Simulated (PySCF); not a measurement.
# C3H6: geometry, coupled-cluster ionisations and excitations

Wanted: the coupled-cluster ionisations and excitations of C3H6 (`C1CC1`), by calculation.

Programs: PySCF 2.14.0, with density-fitted response routines of our own. Each step states its level of theory. These are calculated values for one molecule in the gas phase, unless marked as measured. Atoms count from 0, in the outputs and in this text.

### Step 1. The starting structure

9 atoms, charge 0, multiplicity 1; geometry from: GFN2-xTB.

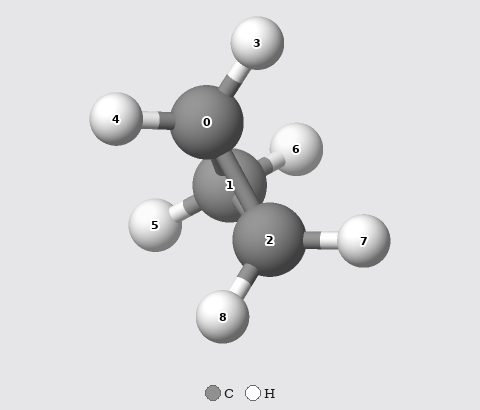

The starting geometry (carbon grey, hydrogen white), atoms numbered.

### Step 2. Geometry optimisation at PBE0-D3(BJ)/def2-TZVP

What the job is given:

```
{"job": {"xc": "PBE0", "basis": "def2-TZVP", "d3": "d3bj", "grid": 2, "kind": "geom"}, "charge": 0, "multiplicity": 1}
C      0.847980     0.156080     0.055680
C     -0.281430    -0.793840    -0.192720
C     -0.566570     0.637770     0.137020
H      1.408780     0.056480     0.972540
H      1.448260     0.469200    -0.784910
H     -0.454280    -1.130960    -1.203430
H     -0.493890    -1.543630     0.554030
H     -0.974110     0.868080     1.109610
H     -0.934740     1.280710    -0.647870
```

What it wrote:

```text
step   0  E = -117.79420676  max force = 0.002724
step   1  E = -117.79429335  max force = 0.001182
step   2  E = -117.79429962  max force = 0.000660
step   3  E = -117.79430085  max force = 0.000040
optimisation converged
```

Wall time 40 s (4 threads of Intel Xeon at 2.50GHz (Skylake/Cascade Lake), shared host).

Relaxation path:

| step | energy from step 0 (eV) | largest force component (eV/Å) |
| --- | --- | --- |
| 0 | 0.0000 | 0.1401 |
| 1 | -0.0024 | 0.0608 |
| 2 | -0.0025 | 0.0339 |
| 3 | -0.0026 | 0.0021 |

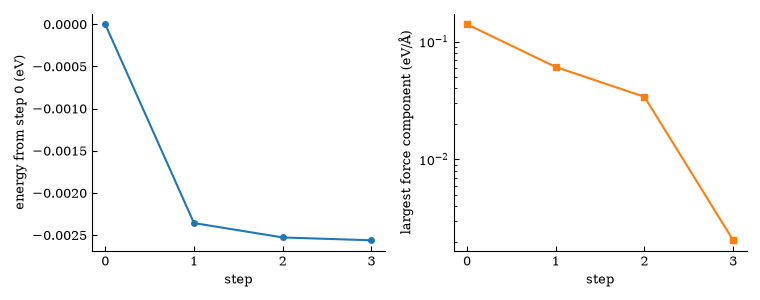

Energy and largest force along the relaxation.

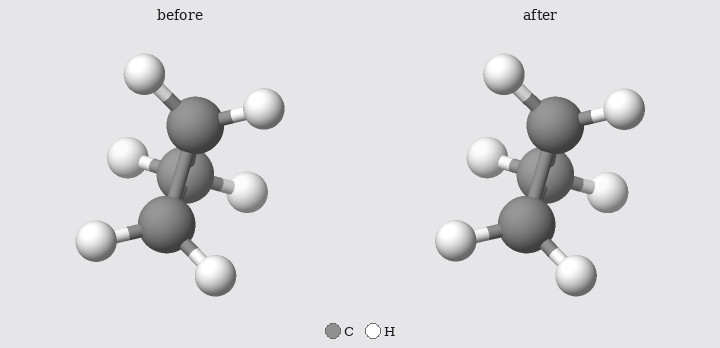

Before and after, at one scale.

Distances of close pairs at the start and the end, largest changes first:

| bond | before (Å) | after (Å) | change (Å) |
| --- | --- | --- | --- |
| C1–H6 | 1.079 | 1.083 | +0.003 |
| C2–H8 | 1.079 | 1.083 | +0.003 |
| C0–H4 | 1.079 | 1.083 | +0.003 |
| C1–H5 | 1.079 | 1.083 | +0.003 |
| C0–H3 | 1.079 | 1.083 | +0.003 |
| C2–H7 | 1.079 | 1.083 | +0.003 |
| C1–C2 | 1.497 | 1.497 | +0.001 |
| C0–C2 | 1.497 | 1.497 | +0.000 |

The next job starts from the end point, and lists it.

| at the end point | value |
| --- | --- |
| point group (found at 0.08 Å tolerance) | D3h |
| rotational constants (GHz, main isotopes) | 20.361, 20.361, 12.751 |
| dipole moment (D) | 0.00 |

### Step 3. Coupled cluster and EOM states: aug-cc-pVDZ

What the job is given:

```
{"job": {"kind": "eom", "basis": "aug-cc-pVDZ", "nip": 2, "nee": 6}, "charge": 0, "multiplicity": 1}
C      0.848201     0.156421     0.055846
C     -0.281186    -0.794190    -0.192943
C     -0.566998     0.637743     0.137093
H      1.404599     0.054637     0.979103
H      1.444462     0.470680    -0.791542
H     -0.452381    -1.125752    -1.209367
H     -0.492200    -1.541852     0.561263
H     -0.972163     0.863087     1.115568
H     -0.932335     1.279116    -0.655071
```

With the program's defaults for keys left out, this is: EOM-CCSD/aug-cc-pVDZ, vertical, frozen core, gas phase.

What it wrote:

```text
E(HF) = -117.0713163045
E(MP2) = -117.5093453600
E(CCSD) = -117.5471504799
T1 diagnostic = 0.0077

EOM-IP-CCSD (eV)   Koopmans (eV)
  10.7669      11.4246
  10.7669      11.4247

EOM-EE-CCSD singlets (eV): 7.7168 7.7169 8.1370 8.1371 8.2752 8.3000

EOM-EE-CCSD triplets (eV): 7.5948 7.5949 8.0574
```

Run time: 12 min. Hardware: 4 threads of Intel Xeon at 2.50GHz (Skylake/Cascade Lake), shared host.

The ionised states, with their leading hole:

| hole | EOM-IP-CCSD (eV) | Koopmans (eV) | difference | one-hole weight |
| --- | --- | --- | --- | --- |
| HOMO | 10.77 | 11.42 | -0.66 | 0.96 |
| HOMO−1 | 10.77 | 11.42 | -0.66 | 0.96 |

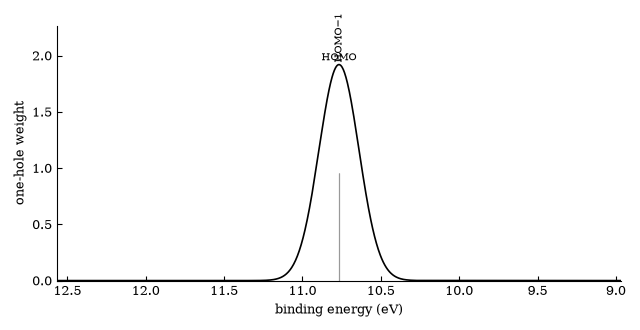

Valence photoelectron lines. Lines are broadened to a width of 0.30 eV (Gaussian).

Excited states (Hartree-Fock orbitals):

| state | eV | main excitations |
| --- | --- | --- |
| singlet 1 | 7.72 | HOMO→LUMO 0.81, HOMO→LUMO+13 0.12 |
| singlet 2 | 7.72 | HOMO−1→LUMO 0.81, HOMO−1→LUMO+13 0.12 |
| singlet 3 | 8.14 | HOMO→LUMO+1 0.78, HOMO→LUMO+12 0.18 |
| singlet 4 | 8.14 | HOMO−1→LUMO+1 0.78, HOMO−1→LUMO+12 0.18 |
| singlet 5 | 8.28 | HOMO→LUMO+3 0.37, HOMO−1→LUMO+2 0.37 |
| singlet 6 | 8.30 | HOMO−1→LUMO+3 0.36, HOMO→LUMO+2 0.36 |
| triplet 1 | 7.59 | HOMO→LUMO 0.76, HOMO→LUMO+13 0.14 |
| triplet 2 | 7.59 | HOMO−1→LUMO 0.76, HOMO−1→LUMO+13 0.14 |
| triplet 3 | 8.06 | HOMO→LUMO+1 0.74, HOMO→LUMO+12 0.19 |

### Step 4. Results

```
                            quantity                    value
                         point group                      D3h
rotational constants (main isotopes)  20.36, 20.36, 12.75 GHz
    correlation energy, MP2 and CCSD        -11.92, -12.95 eV
                       T1 diagnostic                   0.0077
      first ionisation (EOM-IP-CCSD)                 10.77 eV
        lowest singlet (EOM-EE-CCSD)                  7.72 eV
```

In words: Over 3 steps the energy fell by 0.003 eV; of the close pairs, C1–H6 changed most, 1.079 to 1.083 Å. No frequency check was run at this level, so the end point may be a saddle. MP2 recovers 92 % of the CCSD correlation energy. For the hole of the first ionisation, Koopmans' theorem lies 0.66 eV above EOM-IP-CCSD.
